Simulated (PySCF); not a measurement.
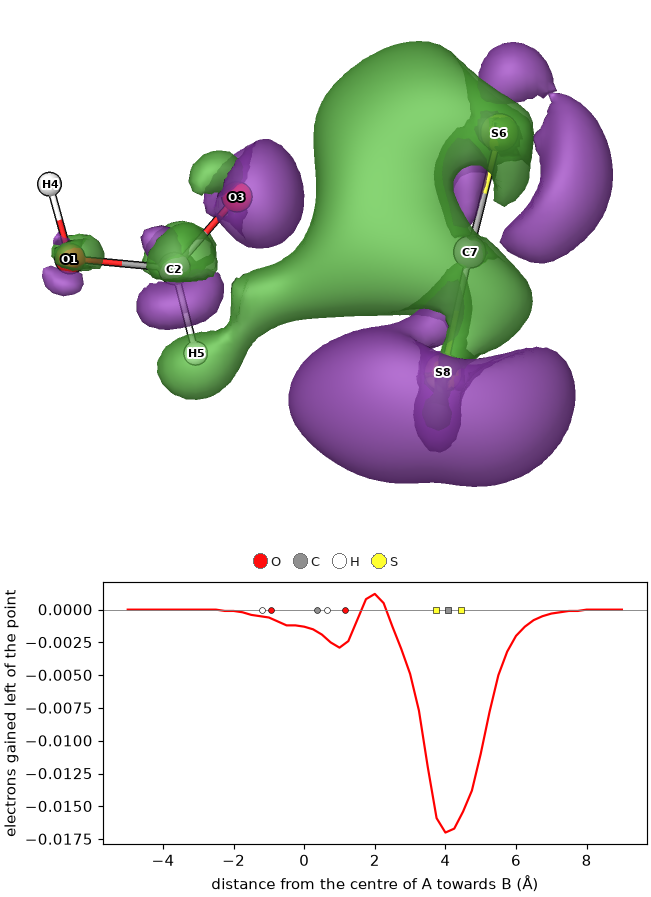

Figure 1: C$_{2}$H$_{2}$O$_{2}$S$_{2}$, SMILES `OC=O.S=C=S`. Density of the complex less the densities of the two fragments at the same geometry, ±0.001 e/Å³ (purple: gain, green: loss). Fragment A: H2CO2 (atoms 1–5); fragment B: CS2. Below: the charge-displacement curve along the line of centres (A on the left).

Method: B3LYP/6-31+G*; geometry: GFN2-xTB; program: PySCF. GFN2-xTB bond lengths at metals and heavier atoms can be off by up to 0.1 Å and shapes distorted, which carries into these values.

Input

```python
import numpy as np
from pyscf import gto, scf, dft
from pyscf.scf import atom_ks, atom_hf
from scipy.linalg import block_diag
from pyscf.dispersion import dftd3

def solve(mol, dm0=None, hcore=None):
    mf = (dft.UKS if mol.spin else dft.RKS)(mol, xc='b3lyp')
    mf.grids.level = 3
    mf = mf.density_fit(auxbasis='def2-universal-jkfit')
    mf.conv_tol, mf.max_cycle = 1e-8, 80
    if hcore is not None:
        mf.get_hcore = lambda *args: hcore
    mf.kernel(dm0)
    if not mf.converged:
        mf = mf.newton().run(mf.mo_coeff, mf.mo_occ, max_cycle=30)
    assert mf.converged, 'SCF not converged'
    return mf

mol = gto.M(atom='''
O     -3.50434    -0.13032    -0.03578
C     -2.20664     0.08674     0.06540
O     -1.35553    -0.74883     0.00948
H     -3.69103    -1.07642    -0.16498
H     -2.01911     1.16177     0.20983
S      1.99080    -1.30662     0.00242
C      1.50701     0.16253    -0.00587
S      1.05838     1.64739    -0.01440
''', basis='6-31+g*', charge=0, spin=0, verbose=4)
mol_a = gto.M(atom='''
O     -3.50434    -0.13032    -0.03578
C     -2.20664     0.08674     0.06540
O     -1.35553    -0.74883     0.00948
H     -3.69103    -1.07642    -0.16498
H     -2.01911     1.16177     0.20983
ghost-S      1.99080    -1.30662     0.00242
ghost-C      1.50701     0.16253    -0.00587
ghost-S      1.05838     1.64739    -0.01440
''', basis='6-31+g*', charge=0, spin=0, verbose=4)
mol_b = gto.M(atom='''
ghost-O     -3.50434    -0.13032    -0.03578
ghost-C     -2.20664     0.08674     0.06540
ghost-O     -1.35553    -0.74883     0.00948
ghost-H     -3.69103    -1.07642    -0.16498
ghost-H     -2.01911     1.16177     0.20983
S      1.99080    -1.30662     0.00242
C      1.50701     0.16253    -0.00587
S      1.05838     1.64739    -0.01440
''', basis='6-31+g*', charge=0, spin=0, verbose=4)
ab, a, b = solve(mol), solve(mol_a), solve(mol_b)
e_int = ab.e_tot - a.e_tot - b.e_tot
print('counterpoise-corrected interaction energy / kcal/mol', e_int * 627.5095)
def disp(atoms, charge):
    m = gto.M(atom=atoms, charge=charge, basis='sto-3g', spin=None, unit='Bohr', verbose=0)
    return dftd3.DFTD3Dispersion(m, xc='b3lyp', version='d3bj').get_dispersion()['energy']
e_disp = disp(mol._atom, mol.charge) - disp(mol._atom[:5], mol_a.charge) - disp(mol._atom[5:], mol_b.charge)
print('D3(BJ) part / kcal/mol', e_disp * 627.5095)
# spherically averaged free atoms, for the promolecule
atm = atom_ks.get_atm_nrks(mol, xc='b3lyp')
pro = block_diag(*[(atm[a[0]][2] * atm[a[0]][3]) @ atm[a[0]][2].T for a in mol._atom])
np.savez('result.npz', e_int=e_int, e_disp=e_disp, dm_a=a.make_rdm1(), dm_b=b.make_rdm1(), c=ab.mo_coeff, occ=ab.mo_occ, eps=ab.mo_energy, pro=pro, d=[f.dip_moment(verbose=0) for f in (ab, a, b)])
```

Command:

```sh
OMP_NUM_THREADS=1 python input.py
```

The run took 73 s on 1 thread of Intel(R) Xeon(R) Processor @ 2.50GHz (Skylake/Cascade Lake), on a shared host, peak memory 0.56 GiB.

Partitions, critical points and surface values were worked out afterwards from this run's density.

Which way does charge flow?

Hirshfeld charges show almost no net transfer (under 0.005 e). By Hirshfeld charges, electrons gather most on S8 (−0.029 e) and leave C7 most (+0.014 e); 0.06 e is displaced in all, which induces a dipole of 0.46 D.

What is the interaction energy, and which contacts carry it?

The counterpoise-corrected interaction energy of the frozen fragments is +1.2 kcal/mol without dispersion correction and −1.1 kcal/mol with D3(BJ). The pair geometry is semi-empirical, not a minimum at this level. Contacts: O3···C7, 3.00 Å, ρ = 0.009 a.u.; H5···S8, weak C–H hydrogen bond, 3.12 Å, ρ = 0.005 a.u., a bond path close to vanishing (ellipticity 2.9). The pose is a local one from a semi-empirical search, not shown to be the most stable.
